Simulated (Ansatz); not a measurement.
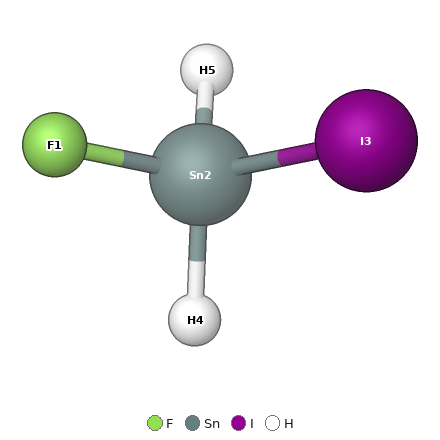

The system is FH2ISn, SMILES [F][SnH2][I]; the picture shows the grid point nearest to the relaxed geometry. Two internal coordinates are moved rigidly from the geometry relaxed at PBE0-D4/def2-TZVP, all others fixed. The first coordinate is: bond Sn2–I3; the second: angle F1–Sn2–I3. The grid has 5 × 5 points. Energies: kcal/mol, counted from the lowest grid point. The calculation used RKS PBE-D4/def2-TZVPP (Ansatz).

Its coordinates:

```json
{"atom": "F", "x (Å)": "-0.9629", "y (Å)": "0.0316", "z (Å)": "1.5875"}
{"atom": "Sn", "x (Å)": "-0.1045", "y (Å)": "0.1375", "z (Å)": "-0.1239"}
{"atom": "I", "x (Å)": "1.8370", "y (Å)": "-1.5394", "z (Å)": "-0.0321"}
{"atom": "H", "x (Å)": "-1.2743", "y (Å)": "-0.3697", "z (Å)": "-1.2443"}
{"atom": "H", "x (Å)": "0.4869", "y (Å)": "1.7248", "z (Å)": "-0.2314"}
```

Range: bond Sn2–I3 from 2.339 to 3.721 Å; angle F1–Sn2–I3 from 75.7 to 135.7°.

What will the energy surface look like?

Answer. The lowest grid point is at bond Sn2–I3 = 2.567 Å, angle F1–Sn2–I3 = 105.7°. The bottom of the well lies between grid points, at about bond Sn2–I3 = 2.688 Å, angle F1–Sn2–I3 = 106°, about 1.8 kcal/mol lower on the interpolated surface. It is the only kind of minimum in the scanned range. The highest grid point, bond Sn2–I3 = 3.721 Å, angle F1–Sn2–I3 = 135.7°, lies 44.8 kcal/mol above the lowest. Round the minimum the two coordinates are nearly uncoupled.

```
angle F1–Sn2–I3 ↓, bond Sn2–I3 →  2.339  2.567  2.900  3.290  3.721
                           135.7   28.7    9.8   11.7   27.1   44.8
                           120.7   21.3    2.4    4.7   20.7   39.0
                           105.7   19.2    0.0    2.1   18.1   36.7
                            90.7   23.9    3.5    4.5   19.9   37.9
                            75.7   40.0   16.4   13.9   26.8   43.2
```

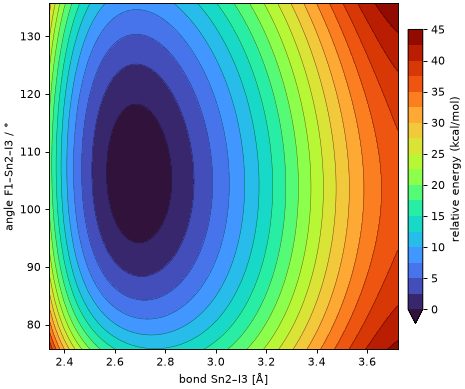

In the figure: filled contours. Between grid points the surface is interpolated.
